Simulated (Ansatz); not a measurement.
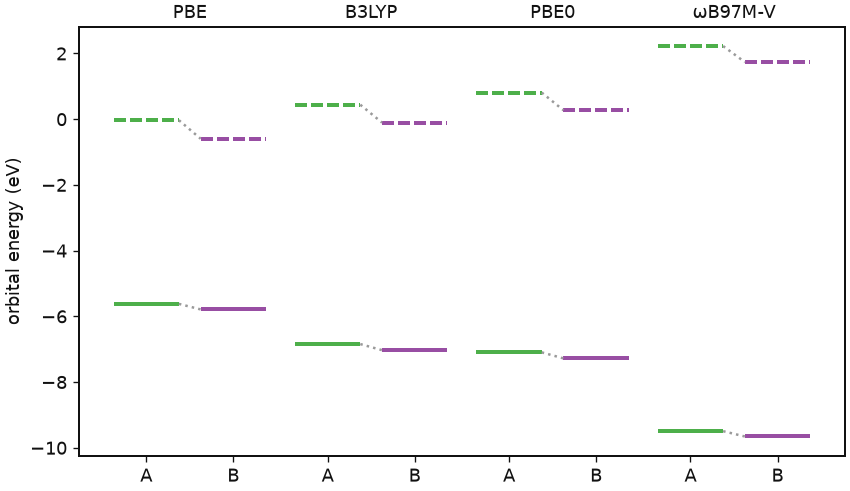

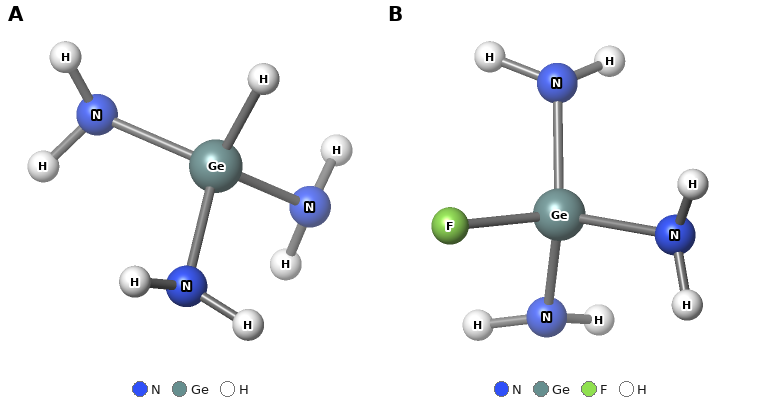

One change: A, GeN₃H₇ (SMILES [NH2][GeH]([NH2])[NH2]), becomes B, GeN₃H₆F (SMILES [NH2][Ge]([NH2])([NH2])[F]). H on Ge is replaced by F. HOMO (solid) and LUMO (dashed) computed in def2-TZVPP at PBE0-D4/def2-TZVP geometries, both minima by their frequencies, gas phase, the Ansatz code 0.2.0. Empty levels above zero depend strongly on the basis.

**What does the change do to HOMO and LUMO?**

PBE: the HOMO falls by 0.17 eV, the LUMO falls by 0.56 eV, and the separation goes from 5.59 to 5.19 eV. B3LYP: the HOMO falls by 0.18 eV, the LUMO falls by 0.55 eV, and the separation goes from 7.28 to 6.92 eV. PBE0: the HOMO falls by 0.18 eV, the LUMO falls by 0.54 eV, and the separation goes from 7.91 to 7.55 eV. ωB97M-V: the HOMO falls by 0.16 eV, the LUMO falls by 0.49 eV, and the separation goes from 11.72 to 11.39 eV.

**Do the functionals agree on the effect?**

They agree on the direction for both levels; the HOMO shift lies between −0.18 and −0.16 eV and the LUMO shift between −0.56 and −0.49 eV, while the separations themselves differ by up to 6.2 eV between functionals.
